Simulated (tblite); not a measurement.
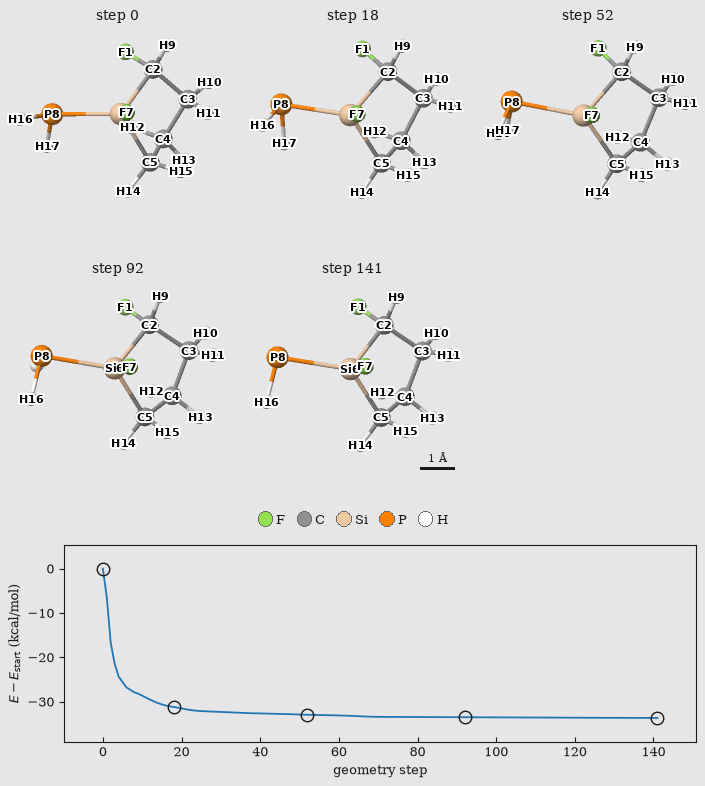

Frames of a relaxation of C$_{4}$H$_{9}$F$_{2}$PSi, marked on the history of the run. Style: ball-and-stick. Shown at a tilt.

The calculation used tblite 0.8.0, GFN2-xTB geometry optimisation, gas phase. 

> Describe the path.

Over 141 geometry steps the energy falls by 33.6 kcal/mol. The atom that moves furthest after the best rigid fit is H17 (1.40 Å). By element the largest moves are H 1.40 Å, P 0.75 Å, C 0.28 Å, Si 0.18 Å, F 0.13 Å. Some distances before and after: P8–H17 1.458 → 1.385 Å, P8–H16 1.437 → 1.388 Å, Si6–P8 2.191 → 2.232 Å, C2–Si6 1.886 → 1.926 Å. Bond angles that change, for instance: H16–P8–H17 113.5° → 92.9°, Si6–P8–H16 114.3° → 94.8°, C5–Si6–P8 108.0° → 125.6°. Groups turn about C3–C4 by about 25°. Cost: 1.2 s on 1 thread of Arm Neoverse V1, with other jobs on the host. From step 0 to 18: H11 moves most (0.37 Å), energy −31.2 kcal/mol. From step 18 to 52: H17 moves most (0.54 Å), energy −1.75 kcal/mol. From step 52 to 92: H17 moves most (0.54 Å), energy −0.55 kcal/mol. From step 92 to 141: H16 moves most (0.40 Å), energy −0.17 kcal/mol.

| step | E − E(0), kcal/mol |
| --- | --- |
| 0 | 0.00 |
| 1 | -6.45 |
| 2 | -16.69 |
| 3 | -21.42 |
| 4 | -24.31 |
| 5 | -25.55 |
| 6 | -26.77 |
| 7 | -27.30 |
| 8 | -27.86 |
| 9 | -28.19 |
| 10 | -28.61 |
| 17 | -31.03 |
| 24 | -32.04 |
| 31 | -32.33 |
| 38 | -32.59 |
| 44 | -32.71 |
| 51 | -32.91 |
| 58 | -33.04 |
| 65 | -33.25 |
| 72 | -33.41 |
| 79 | -33.43 |
| 86 | -33.44 |
| 93 | -33.48 |
| 100 | -33.52 |
| 107 | -33.55 |
| 113 | -33.57 |
| 120 | -33.59 |
| 127 | -33.61 |
| 134 | -33.63 |
| 141 | -33.64 |
